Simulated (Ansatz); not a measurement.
# Moving the knobs of a GW run on SnO2 (Cassiterite)

Aim: change settings of a G0W0 run on SnO2 (Cassiterite) and see what moves.

Method: G0W0 on PBE, plane waves, PAW, in Ansatz 0.2.0.

## 1. The structure

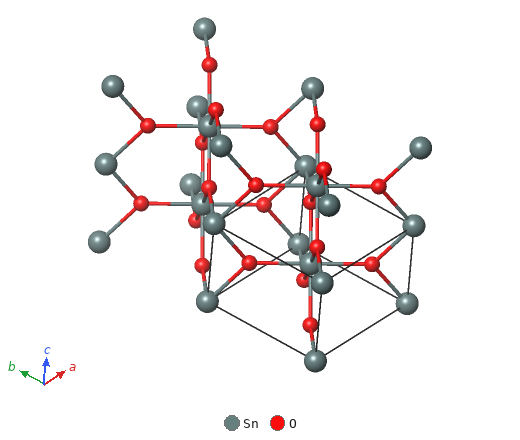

The starting structure, seen from a free direction (tin teal, oxygen red). 1×2×2 cells are drawn. Some periodic images of atoms are drawn too.

The cell and positions come from the Crystallography Open Database and are kept as given unless a step says otherwise. The default PAW set here is soft_2. Its files were made with PBE.

## 2. The base run: 4×4×4 mesh, 162 empty bands, screening to 100 eV

G0W0 replaces the xc potential by the self-energy, built once from these orbitals. Only a window of levels is corrected, while the sums run over the empty bands that the input names.

File input.yaml:

```yaml
crystal:
  lattice:
    - [4.738, 0.0, 0.0]
    - [0.0, 4.738, 0.0]
    - [0.0, 0.0, 3.1865]
  atoms:
    - { symbol: Sn, position: [0.0, 0.0, 0.0] }
    - { symbol: Sn, position: [0.5, 0.5, 0.5] }
    - { symbol: O, position: [0.3071, 0.3071, 0.0] }
    - { symbol: O, position: [0.1929, 0.8071, 0.5] }
    - { symbol: O, position: [0.6929, 0.6929, 0.0] }
    - { symbol: O, position: [0.8071, 0.1929, 0.5] }
kpoints:
  mp_grid: { grid: [4, 4, 4] }
hamiltonian:
  xc: pbe
scf:
  occupations: { method: fixed }
gw:
  n_empty_bands: 162
  ecut_chi: 100
  qp_bands: [v2, c2]
  qp_kpoints: band_edges
  screening: { model: contour_deformation }
```

Command:

```
$ ansatz run input.yaml --threads 3 --pin off --max-ram 92160MiB --backend cuda --events-out ev --progress --plain --runs-dir out --devices 1 --max-vram 13GiB  # rebuilt from the run's record
```

Numbers of over 12 decimals in the logs are rounded to 6 here.

The program printed:

```text
GPUs: using 1 of 1 available (devices: 1).
Engine: ansatz 0.2.0, x86_64-unknown-linux-gnu
Pseudopotentials: kind: paw
Pseudopotential: Sn, paw, valence charge 14, recommended cutoff 420 eV (normal), Sn.paw.azcp
Pseudopotential: O, paw, valence charge 6, recommended cutoff 420 eV (normal), O.paw.azcp
Functional definition: PBE
  parameter kappa = 0.804
  parameter beta = 0.066725
  exchange = pbe_x(kappa = kappa, mu = beta*pi^2/3)
  correlation = pbe_c(beta = beta)
device memory: the entry about to start is reckoned to put 0.8 GiB on a device that reports 42.9 GiB free (of which the cap on the GPU budget leaves the run 13.0 GiB)
GPU FFT provider: cuFFT
GPU libraries: cuBLAS 13.8.2, cuFFT 12.4.0, cuSOLVER 12.3.4
Crystal: 6 atoms, lattice volume = 71.533 Å³
Basis set: ecut = 420 eV, 1411 PW (Γ)
Bands: 32, of which v1, the nominal top of the filled ones, is band 26 counted from 1 (25 counted from 0)
Symmetry: 16 space group operations
Space group: P42/mnm (ITA 136), of the structure as read, at distance tolerance 4.2e-5 Å
k-points: 18 of 64
Non-local potential: Sn, projectors of the file, l = 0: 2, l = 1: 2, l = 2: 2, l = 3: 2
Non-local potential: O, projectors of the file, l = 0: 2, l = 1: 2, l = 2: 1
PAW form: soft (Blöchl's): semilocal exchange-correlation on the pseudo side does not see the compensation charge
PAW one-centre angular grid: Sn, 590 points (default); XC on 64 Gauss nodes
PAW one-centre angular grid: O, 110 points (default); XC on 64 Gauss nodes
Initial density: superposition of atomic densities (neutral atoms: chi_scale 0, normalization atom), corrected by the library's trained network
Initial wavefunctions: pseudopotential atomic-orbital guess
GPU buffer pool allocated for 24576 grid points (all kernels)
GPU transforms: local potential and band sums: pruned to the plane-wave sphere, on 32×32×24
Functional: x = pbe(κ = 0.804, μ = 0.219515), c = pbe(β = 0.066725)
SCF iter   1: F=—  HF=-14317.827550 eV  |F-HF|=—  |Δ(HF+E_count)|=         —  Δρ=1.06e-3  dr2=2.11e-4  ethr=1.77e-3  ⟨swp⟩=4.0  Hψ=2235  notcnv=0  defer=72
preconditioner: auto → Resta (q_TF=auto, 2.587 Å⁻¹)  ε∞=3.6  [insulator: Δε(μ)=1.283 eV  Ē_g=19.763 eV  n_scr=18 (ndim 8)  ℏωp=31.7 eV  f_vac=0.027  ε∞_Penn≈3.6]
SCF iter   2: F=—  HF=-14317.829246 eV  |F-HF|=—  |Δ(HF+E_count)|=   1.70e-3  Δρ=5.99e-4  dr2=7.74e-5  ethr=4.05e-7  ⟨swp⟩=2.9  Hψ=1298  notcnv=0  defer=72
SCF iter   3: F=—  HF=-14317.829543 eV  |F-HF|=—  |Δ(HF+E_count)|=   2.97e-4  Δρ=2.29e-4  dr2=2.59e-5  ethr=1.49e-7  ⟨swp⟩=2.7  Hψ=956  notcnv=0  defer=72
SCF iter   4: F=—  HF=-14317.829556 eV  |F-HF|=—  |Δ(HF+E_count)|=   1.26e-5  Δρ=5.60e-5  dr2=1.91e-6  ethr=4.98e-8  ⟨swp⟩=2.0  Hψ=746  notcnv=0  defer=72
[...]
E_band       = -114.418522
  E_kinetic    = 1085.345741
  E_local      = -2861.020373  (includes V_loc(G=0)·N_el)
  E_nonlocal   = 134.911707
  E_hartree    = 1491.211764
  E_xc         = -1054.950581
  E_vxc        = -564.062066  (∫ρ·V_xc dr)
  E_paw        = -8930.486051  (= ΣΔE_a)
  E_vpaw       = -892.026357  (= ΣTr[D̂ρ^β])
  E_aug_tail   = 0.010018  (compensation charges beyond the density's cutoff)
  E_ewald      = -4182.851779
  E_smearing   = -0.000000  (= −TS)
  E_closure    = 0.000000  (closes the sum)
  Σ components = -14317.829556   (vs F -14317.829556, Δ=0.00e0)
--- Band table (eV; the first three rows and the last of 18) ---
  k-point 0: bands = [... 22 lower, 8.3075, 8.7549, 8.7549, 9.5289, 10.8096, 15.6959, 15.8975, 15.8975, ... 2 higher]
  k-point 1: bands = [... 22 lower, 7.0118, 8.6906, 8.6906, 9.0286, 13.3864, 16.4846, 17.9807, 17.9807, ... 2 higher]
  k-point 2: bands = [... 22 lower, 7.8755, 7.8755, 8.2711, 8.2711, 15.7701, 15.7701, 19.3182, 19.3182, ... 2 higher]
  k-point 17: bands = [... 22 lower, 8.5599, 8.5599, 8.6943, 8.6943, 14.4679, 14.4679, 18.4248, 18.4248, ... 2 higher]
--- G₀W₀: contour deformation, 7 samples at zero and on the imaginary axis and 2 off it, 64 q-points, 162 empty bands' worth ---
  eigenvalues of the whole cell's RPA ε∞ on this k-mesh (on a slab, of 1 + 4πα/V) = 4.5075, 4.5075, 4.7578; static W/v taken at q = 0 is 0.216042
  gw.qp_kpoints: band_edges: 8 of 18 stored k-points solved, in 1 pass; an edge of the gap read off the rows below is read off those points alone
    valence top: of the k-points left out ik 1 came nearest to being solved in a further pass, in band 26 (counted from 1, as in the quasiparticle table): it holds the edge there only if its correction is more favourable than any solved in that band by at least 0.380 eV; those differ by 0.291 eV
    conduction bottom: of the k-points left out ik 1 came nearest to being solved in a further pass, in band 27 (counted from 1, as in the quasiparticle table): it holds the edge there only if its correction is more favourable than any solved in that band by at least 2.577 eV; those differ by 0.704 eV
    ik  band        ε_KS         Σx   Σc(E_QP)       V_xc       Z   E_QP_lin       E_QP  E_QP is
     0    25      8.7549   -26.4238     5.0395   -20.7674  0.7523     8.1309     8.1380  root
     0    26      9.5289   -27.1775     5.3781   -21.1422  0.7527     8.8637     8.8716  root
     0    27     10.8096   -14.4338    -3.3378   -18.5808  0.8249    11.6257    11.6188  root
     0    28     15.6959   -12.1122    -4.5540   -17.8356  0.8029    16.8950    16.8653  root
     2    25      8.2711   -26.2875     5.5340   -19.9253  0.7437     7.4268     7.4430  root
     2    26      8.2711   -26.2875     5.5340   -19.9253  0.7437     7.4268     7.4430  root
     2    27     15.7701   -14.7508    -4.5087   -20.7659  0.7878    17.3187    17.2765  root
     2    28     15.7701   -14.7508    -4.5087   -20.7659  0.7878    17.3187    17.2765  root
[...]
17    25      8.6943   -26.6246     5.5471   -20.3046  0.7461     7.9088     7.9215  root
    17    26      8.6943   -26.6246     5.5471   -20.3046  0.7461     7.9088     7.9215  root
    17    27     14.4679   -13.3307    -4.1517   -18.6872  0.8118    15.7000    15.6728  root
    17    28     14.4679   -13.3307    -4.1517   -18.6872  0.8118    15.7000    15.6728  root
[key lines of the parts left out:]
SCF converged after 6 iterations
Free energy (F): -14317.829556 eV
Fermi energy:    9.528859 eV
```

Elapsed: 11 s, on 1 × NVIDIA H100 80GB HBM3 (shared by 6 runs) with 3 threads of AMD EPYC 7R13 (Zen 3), shared host; peak memory 1.2 GiB.

Numbers from this step:

- bands summed: 188
- RPA ε∞ on this mesh (eigenvalues): 4.508, 4.508, 4.758
- plane waves in the screening matrix: 161
- q-points in the mesh: 64
- G0W0 gap on the mesh: 2.747 eV
- k of the valence top: 0, 0, 0
- k of the conduction bottom: 0, 0, 0
- starting gap on the mesh: 1.281 eV
- Z at the valence top: 0.7527
- Z at the conduction bottom: 0.8249
- least direct G0W0 gap on the computed points: 2.747 eV

The gap on the mesh goes from 1.28 eV to 2.75 eV, a correction of +1.47 eV. Between the two edge states, bare exchange in place of the xc potential would open the gap by 10.18 eV, and correlation takes back 8.72 eV.

## 3. Variant: low screening cutoff

input.yaml: that of step 2 with these lines changed.

```diff
@@ -19,4 +19,4 @@
 gw:
-  n_empty_bands: 162
-  ecut_chi: 100
+  n_empty_bands: 213
+  ecut_chi: 25
   qp_bands: [v2, c2]
```

The program printed:

```text
GPUs: using 1 of 1 available (devices: 1).
[...]
GPU FFT provider: cuFFT
GPU libraries: cuBLAS 13.8.2, cuFFT 12.4.0, cuSOLVER 12.3.4
Crystal: 6 atoms, lattice volume = 71.533 Å³
Basis set: ecut = 420 eV, 1411 PW (Γ)
Bands: 32, of which v1, the nominal top of the filled ones, is band 26 counted from 1 (25 counted from 0)
[... 1 set-up line as in the run before ...]
[...]
k-points: 18 of 64
[...]
GPU buffer pool allocated for 24576 grid points (all kernels)
[...]
SCF iter   1: F=—  HF=-14317.827550 eV  |F-HF|=—  |Δ(HF+E_count)|=         —  Δρ=1.06e-3  dr2=2.11e-4  ethr=1.77e-3  ⟨swp⟩=4.0  Hψ=2235  notcnv=0  defer=72
[...]
SCF iter   6: F=-14317.829556 eV  HF=-14317.829556 eV  |F-HF|=5.45e-9  |Δ(HF+E_count)|=   1.71e-7  Δρ=3.03e-6  dr2=3.53e-9  ethr=1.62e-10  ⟨swp⟩=6.4  Hψ=2419  notcnv=0
SCF 1 converged in 6 iterations: F = -14317.829556 eV  dr2 = 3.53e-9
[...]
NSCF: frozen V_eff on 18 k-points, pencils in batches of 32, up to order 128
[...]
NSCF: frozen V_eff on 18 k-points
G₀W₀ screening: q 1/18
[... further progress lines ...]
SCF converged after 6 iterations
Free energy (F): -14317.829556 eV
[...]
Internal energy: -14317.829556 eV  (E = F + TS)
E sigma→0 (E₀):  -14317.829556 eV
Fermi energy:    9.528859 eV
[...]
--- Band table (eV; the first three rows and the last of 18) ---
  k-point 0: bands = [... 22 lower, 8.3075, 8.7549, 8.7549, 9.5289, 10.8096, 15.6959, 15.8975, 15.8975, ... 2 higher]
  k-point 1: bands = [... 22 lower, 7.0118, 8.6906, 8.6906, 9.0286, 13.3864, 16.4846, 17.9807, 17.9807, ... 2 higher]
  k-point 2: bands = [... 22 lower, 7.8755, 7.8755, 8.2711, 8.2711, 15.7701, 15.7701, 19.3182, 19.3182, ... 2 higher]
  k-point 17: bands = [... 22 lower, 8.5599, 8.5599, 8.6943, 8.6943, 14.4679, 14.4679, 18.4248, 18.4248, ... 2 higher]
[...]
bands read: the sum over 239 bands ends inside a degenerate multiplet in 11 slots, whose members it reads at an even weight; the widest, k=2: bands 239 to 240 (counted from 1) at 1/2 each
[...]
0    25      8.7549   -26.4238     4.6673   -20.7674  0.7846     7.7453     7.7657  root
     0    26      9.5289   -27.1775     4.8950   -21.1422  0.7862     8.3595     8.3885  root
     0    27     10.8096   -14.4338    -3.2870   -18.5808  0.8427    11.6778    11.6695  root
     0    28     15.6959   -12.1122    -4.3322   -17.8356  0.8191    17.1237    17.0871  root
     1    25      8.6906   -26.6259     4.7796   -20.8160  0.7831     7.6369     7.6602  root
     1    26      9.0286   -26.5158     4.9988   -20.3300  0.7806     7.8061     7.8417  root
     1    27     13.3864   -15.7286    -3.4009   -20.3968  0.8258    14.6884    14.6538  root
     1    28     16.4846   -13.9045    -4.5398   -20.1883  0.8042    18.2949    18.2285  root
[...]
17    25      8.6943   -26.6246     5.1372   -20.3046  0.7767     7.4753     7.5114  root
    17    26      8.6943   -26.6246     5.1372   -20.3046  0.7767     7.4753     7.5114  root
    17    27     14.4679   -13.3307    -3.8984   -18.6872  0.8295    15.9576    15.9260  root
    17    28     14.4679   -13.3307    -3.8984   -18.6872  0.8295    15.9576    15.9260  root
```

Elapsed: 14 s, on 1 × NVIDIA H100 80GB HBM3 (shared by 6 runs) with 3 threads; peak memory 1.2 GiB.

Against the base:

| setting | base | variant |
| --- | --- | --- |
| empty bands | 162 | 213 |
| screening cutoff (eV) | 100 | 25 |

| quantity | variant | base |
| --- | --- | --- |
| starting gap on the mesh | 1.281 | 1.281 |
| G0W0 gap on the mesh | 3.281 | 2.747 |
| least direct G0W0 gap on the computed points | 3.281 | 2.747 |
| Z at the valence top | 0.786 | 0.753 |
| Z at the conduction bottom | 0.843 | 0.825 |

## 4. Variant: all filled levels at the zone centre

input.yaml: that of step 3 with these lines changed.

```diff
@@ -19,6 +19,6 @@
 gw:
-  n_empty_bands: 213
-  ecut_chi: 25
-  qp_bands: [v2, c2]
-  qp_kpoints: band_edges
+  n_empty_bands: 162
+  ecut_chi: 100
+  qp_bands: [lowest, c2]
+  qp_kpoints: [[0, 0, 0]]
   screening: { model: contour_deformation }
```

The program printed:

```text
GPUs: using 1 of 1 available (devices: 1).
[...]
GPU FFT provider: cuFFT
GPU libraries: cuBLAS 13.8.2, cuFFT 12.4.0, cuSOLVER 12.3.4
Crystal: 6 atoms, lattice volume = 71.533 Å³
Basis set: ecut = 420 eV, 1411 PW (Γ)
Bands: 32, of which v1, the nominal top of the filled ones, is band 26 counted from 1 (25 counted from 0)
[... 1 set-up line as in the run before ...]
[...]
k-points: 18 of 64
[...]
GPU buffer pool allocated for 24576 grid points (all kernels)
[...]
SCF iter   1: F=—  HF=-14317.827550 eV  |F-HF|=—  |Δ(HF+E_count)|=         —  Δρ=1.06e-3  dr2=2.11e-4  ethr=1.77e-3  ⟨swp⟩=4.0  Hψ=2235  notcnv=0  defer=72
[...]
SCF iter   6: F=-14317.829556 eV  HF=-14317.829556 eV  |F-HF|=5.45e-9  |Δ(HF+E_count)|=   1.71e-7  Δρ=3.03e-6  dr2=3.53e-9  ethr=1.62e-10  ⟨swp⟩=6.4  Hψ=2419  notcnv=0
SCF 1 converged in 6 iterations: F = -14317.829556 eV  dr2 = 3.53e-9
[...]
G₀W₀ screening: q 1/18
[... further progress lines ...]
SCF converged after 6 iterations
Free energy (F): -14317.829556 eV
[...]
Internal energy: -14317.829556 eV  (E = F + TS)
E sigma→0 (E₀):  -14317.829556 eV
Fermi energy:    9.528859 eV
[...]
--- Band table (eV; the first three rows and the last of 18) ---
  k-point 0: bands = [... 22 lower, 8.3075, 8.7549, 8.7549, 9.5289, 10.8096, 15.6959, 15.8975, 15.8975, ... 2 higher]
  k-point 1: bands = [... 22 lower, 7.0118, 8.6906, 8.6906, 9.0286, 13.3864, 16.4846, 17.9807, 17.9807, ... 2 higher]
[...]
0     2    -10.8196   -43.2927     7.3585   -33.2161  0.7658   -13.6511   -13.5379  root ?
     0     3    -10.5309   -44.9376     6.6803   -35.3165  0.7856   -13.6366   -13.4717  root ?
     0     4    -10.5104   -45.4353     6.9025   -35.5056  0.7934   -13.6944   -13.5375  root ?
     0     5    -10.5104   -45.4353     6.9025   -35.5056  0.7934   -13.6944   -13.5375  root ?
     0     6    -10.4224   -45.0067     6.9601   -35.1555  0.7752   -13.4599   -13.3134  root ?
     0     7    -10.3822   -45.2630     6.6710   -35.6124  0.7886   -13.5483   -13.3618  root ?
     0     8    -10.2936   -45.5663     6.6433   -35.9524  0.7837   -13.4324   -13.2642  root ?
     0     9    -10.2598   -45.6015     6.6647   -35.9874  0.7831   -13.3778   -13.2092  root ?
     0    10    -10.2598   -45.6015     6.6647   -35.9874  0.7831   -13.3778   -13.2092  root ?
     0    11     -9.4001   -33.6741     9.8512   -22.3546  0.6795   -10.9412   -10.8684  root
     0    12     -7.5683   -33.2839    10.2870   -21.7418  0.6758    -8.8626    -8.8233  root
     0    13     -7.5683   -33.2839    10.2870   -21.7418  0.6758    -8.8626    -8.8233  root
     0    14     -5.7658   -37.6067     8.8296   -27.1302  0.7206    -7.4795    -7.4126  root
     0    15      1.4380   -24.6334     5.4798   -18.2345  0.7492     0.5173     0.5189  root
     0    16      5.4779   -24.3483     5.1538   -18.3729  0.7201     4.6368     4.6563  root
     0    17      5.4779   -24.3483     5.1538   -18.3729  0.7201     4.6368     4.6563  root
     0    18      5.5705   -24.6364     5.0097   -18.8230  0.7330     4.7510     4.7668  root
[...]
0    25      8.7549   -26.4238     5.0395   -20.7674  0.7523     8.1309     8.1380  root
     0    26      9.5289   -27.1775     5.3781   -21.1422  0.7527     8.8637     8.8716  root
     0    27     10.8096   -14.4338    -3.3378   -18.5808  0.8249    11.6257    11.6188  root
     0    28     15.6959   -12.1122    -4.5540   -17.8356  0.8029    16.8950    16.8653  root
```

It took 11 s on 1 × NVIDIA H100 80GB HBM3 (shared by 6 runs) with 3 threads; peak memory 1.1 GiB; 13 s of CPU time.

Absolute levels on the run's own zero. QP, by row:

| k index | band | KS (eV) | Sigma_x (eV) | Sigma_c (eV) | Vxc (eV) | Z | QP linearised (eV) | QP (eV) | source | doubts |
| --- | --- | --- | --- | --- | --- | --- | --- | --- | --- | --- |
| 0 | 1 | -11.59 | -41.99 | 8.301 | -31.27 | 0.7255 | -14.13 | -14.01 | root | energies_apart |
| 0 | 2 | -10.82 | -43.29 | 7.359 | -33.22 | 0.7658 | -13.65 | -13.54 | root | energies_apart |
| 0 | 3 | -10.53 | -44.94 | 6.68 | -35.32 | 0.7856 | -13.64 | -13.47 | root | energies_apart |
| 0 | 4 | -10.51 | -45.44 | 6.902 | -35.51 | 0.7934 | -13.69 | -13.54 | root | energies_apart |
| 0 | 5 | -10.51 | -45.44 | 6.902 | -35.51 | 0.7934 | -13.69 | -13.54 | root | energies_apart |
| 0 | 6 | -10.42 | -45.01 | 6.96 | -35.16 | 0.7752 | -13.46 | -13.31 | root | energies_apart |
| 0 | 7 | -10.38 | -45.26 | 6.671 | -35.61 | 0.7886 | -13.55 | -13.36 | root | energies_apart |
| 0 | 8 | -10.29 | -45.57 | 6.643 | -35.95 | 0.7837 | -13.43 | -13.26 | root | energies_apart |
| 0 | 9 | -10.26 | -45.6 | 6.665 | -35.99 | 0.7831 | -13.38 | -13.21 | root | energies_apart |
| 0 | 10 | -10.26 | -45.6 | 6.665 | -35.99 | 0.7831 | -13.38 | -13.21 | root | energies_apart |
| 0 | 11 | -9.4 | -33.67 | 9.851 | -22.35 | 0.6795 | -10.94 | -10.87 | root |  |
| 0 | 12 | -7.568 | -33.28 | 10.29 | -21.74 | 0.6758 | -8.863 | -8.823 | root |  |
| 0 | 13 | -7.568 | -33.28 | 10.29 | -21.74 | 0.6758 | -8.863 | -8.823 | root |  |
| 0 | 14 | -5.766 | -37.61 | 8.83 | -27.13 | 0.7206 | -7.479 | -7.413 | root |  |
| 0 | 15 | 1.438 | -24.63 | 5.48 | -18.23 | 0.7492 | 0.5173 | 0.5189 | root |  |
| 0 | 16 | 5.478 | -24.35 | 5.154 | -18.37 | 0.7201 | 4.637 | 4.656 | root |  |
| 0 | 17 | 5.478 | -24.35 | 5.154 | -18.37 | 0.7201 | 4.637 | 4.656 | root |  |
| 0 | 18 | 5.571 | -24.64 | 5.01 | -18.82 | 0.733 | 4.751 | 4.767 | root |  |
| 0 | 19 | 6.427 | -24.28 | 5.742 | -17.48 | 0.7209 | 5.324 | 5.366 | root |  |
| 0 | 20 | 7.486 | -25.76 | 4.571 | -20.61 | 0.7539 | 6.894 | 6.901 | root |  |
| 0 | 21 | 7.598 | -27.14 | 4.398 | -22.13 | 0.7622 | 6.971 | 6.979 | root |  |
| 0 | 22 | 8.307 | -26.91 | 4.456 | -21.87 | 0.7623 | 7.716 | 7.722 | root |  |
| 0 | 23 | 8.307 | -26.91 | 4.456 | -21.87 | 0.7623 | 7.716 | 7.722 | root |  |
| 0 | 24 | 8.755 | -26.42 | 5.04 | -20.77 | 0.7523 | 8.131 | 8.138 | root |  |
| 0 | 25 | 8.755 | -26.42 | 5.04 | -20.77 | 0.7523 | 8.131 | 8.138 | root |  |
| 0 | 26 | 9.529 | -27.18 | 5.378 | -21.14 | 0.7527 | 8.864 | 8.872 | root |  |
| 0 | 27 | 10.81 | -14.43 | -3.338 | -18.58 | 0.8249 | 11.63 | 11.62 | root |  |
| 0 | 28 | 15.7 | -12.11 | -4.554 | -17.84 | 0.8029 | 16.89 | 16.87 | root |  |

Against the base:

| setting | base | variant |
| --- | --- | --- |
| levels asked | v2 to c2 | lowest to c2 |
| points asked | band edges | [[0, 0, 0]] |

## 5. Results

```json
{
 "base": "2.75 eV, 11 s",
 "low screening cutoff": "3.28 eV, 14 s",
 "all filled levels at the zone centre": "direct gap at the listed points 2.75 eV, 11 s"
}
```

What this shows: Low screening cutoff: the gap moves by +0.53 eV; such settings are too crude to quote. The variant differs from the base in empty bands and screening cutoff together, so the change can't be laid to one of them. All filled levels at the zone centre: only the listed points were computed; the least direct gap there is 2.75 eV, with levels asked and points asked changed against the base. All runs here use a coarse mesh and modest cutoffs; they test settings and are not final values. The 4×4×4 mesh is coarse for this cell (its supercell is 13 Å along the shortest edge). The RPA ε∞ on it, from the PBE start, is 4.51 and 4.76; such meshes misread the long-range screening, most where the gap is narrow. The many-body steps are scalar-relativistic: spin-orbit coupling is not in them.

[Paths, hosts, dates, memory and timing lines, banners, echoed tables and standing remarks are left out of the program output.]

[Logs are printed without paths, hosts, clocks, repeated set-up lines and the standing remarks that a program may print on its own settings, such as how far it seeks lower states.]

[Runs of the session that timed out or met a known fault of the program may be left out.]

[Cells called generated may have been cut or substituted from an entry of the Crystallography Open Database or the Materials Project.]

[Hosts, paths, dates, database ids (printed as entryN), source tags and the programs' standing remarks are cut or masked in the printed files.]
